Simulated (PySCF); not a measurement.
## Electronic structure of C$_{6}$H$_{13}$ClSi in real space

The calculation's input:

```
{"job": {"kind": "nmr", "xc": "PBE0", "basis": "pcSseg-1"}, "charge": 0, "multiplicity": 1}
C     -1.971541    -0.432978    -2.155651
C     -1.737519    -0.108992    -0.890757
C     -2.256513    -0.952701     0.236265
Si    -0.725565     1.421055    -0.416347
Cl    -1.849573     2.601688     0.798763
C      0.832073     0.894494     0.545929
C      1.701442    -0.101437    -0.219631
C      2.913114    -0.537416     0.595336
H     -1.606053     0.164077    -2.973891
H     -2.540974    -1.309256    -2.427445
H     -2.818178    -1.807526    -0.134760
H     -2.904808    -0.358292     0.878764
H     -1.431051    -1.315292     0.847746
H     -0.387679     2.200685    -1.608919
H      1.433506     1.772613     0.790777
H      0.545322     0.449039     1.501932
H      2.038143     0.354550    -1.152467
H      1.106934    -0.978893    -0.483210
H      3.524611    -1.235630     0.028406
H      3.525649     0.322707     0.857461
H      2.599739    -1.025552     1.515971
```

Run with:

```sh
OMP_NUM_THREADS=1 python probes_run.py task.json out
```

Geometry: GFN2-xTB.

These are results of PBE0/pcSseg-1, SCF density, gas phase, non-relativistic in PySCF 2.14.0, not measurements.

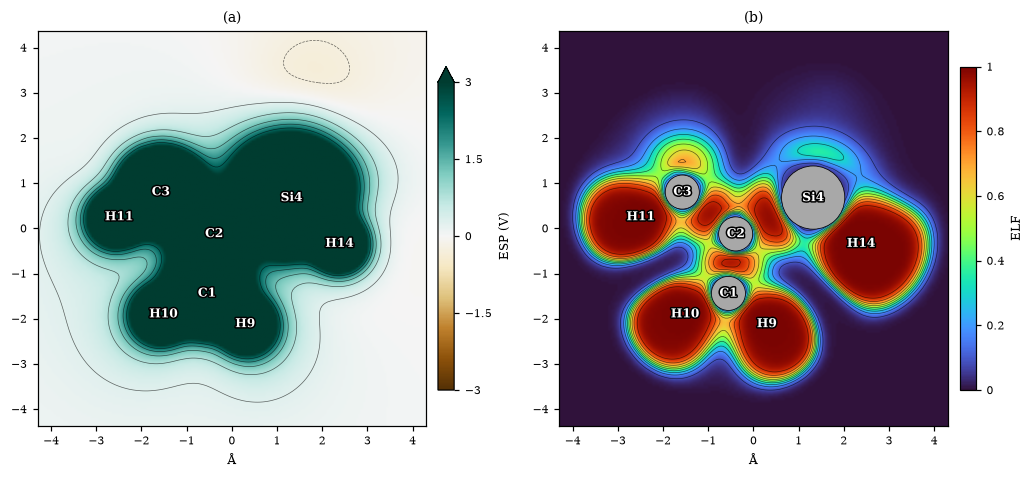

Figure 1. (a) molecular electrostatic potential; (b) electron localisation function on the plane of atoms C2, C1 and H10. Grey discs cover the atomic cores in the ELF map.

What does the map show?

Answer. The plane passes through C, Si and H nuclei. C–C (1.33 Å): the ELF peaks at about 0.95 between the atoms; a short, multiple covalent bond. C–Si (1.89 Å): the ELF peaks at about 0.95 between the atoms, as expected for a covalent bond. C–H (1.08 Å): the ELF climbs to about 1 towards the hydrogen, as it does in any bond to H; an ordinary covalent bond to hydrogen. C–C (1.50 Å): the ELF peaks at about 0.95 between the atoms (localised, covalent bonding). Si–H (1.46 Å): the ELF climbs to about 1 towards the hydrogen. Outside the dense part of the molecule the potential is most negative (−0.3 V) near Cl5, which lies off the plane.

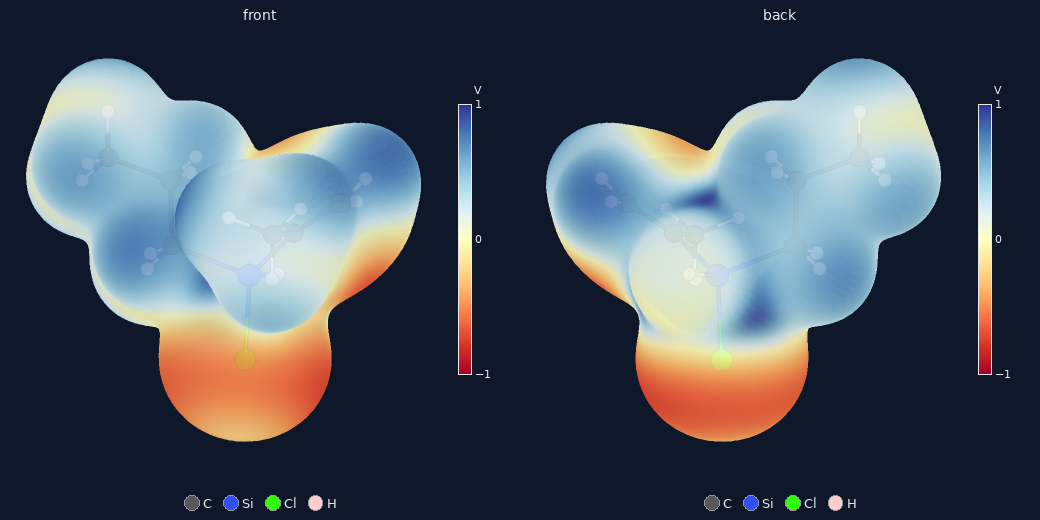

Figure 2. The molecular electrostatic potential painted on the density surface at 0.002 e/bohr³, seen from the front and from behind; the colour scale runs from red (negative) to blue (positive).

Which sites attract a positive test charge, and which a negative one?

Answer. A positive charge is drawn to the negative regions and a negative charge to the positive ones. The most negative region (about −0.7 V) lies over Cl5, the most positive (about +0.9 V) over Si4, H10 and H13.

What dipole moment does the calculation give?

Answer. Its dipole moment is 2.08 D.
